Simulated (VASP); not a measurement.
Shape and ions are relaxed at each volume.

Energy against volume of Tc (hcp). Method: RPBE GGA, VASP's PBE PAW potentials (set 64) (plane waves; VASP).

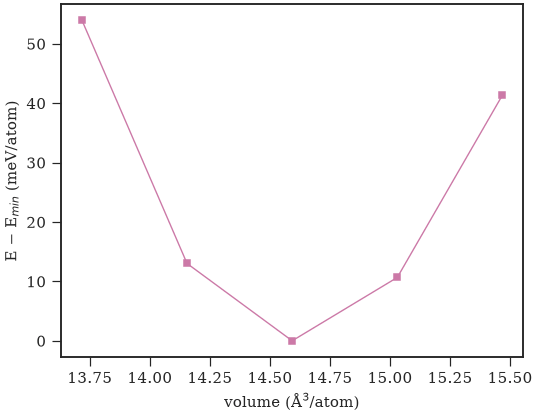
Energy against volume

**Question.** Estimate the equilibrium volume and the bulk modulus.

**Answer.** The minimum lies near 14.6 Å³/atom, and the curvature gives B0 of about 290 GPa.

Measured: bulk modulus 303 GPa at 0 K (computed value off by -5.3 %), as given by Vázquez-Parga, Fernández-Martínez, Viñes, J. Chem. Theory Comput. (2023), doi:10.1021/acs.jctc.3c00612, Supporting … [zero-point energy and finite temperature contributions removed].

The compound is Tc in the hcp structure. It was relaxed first.
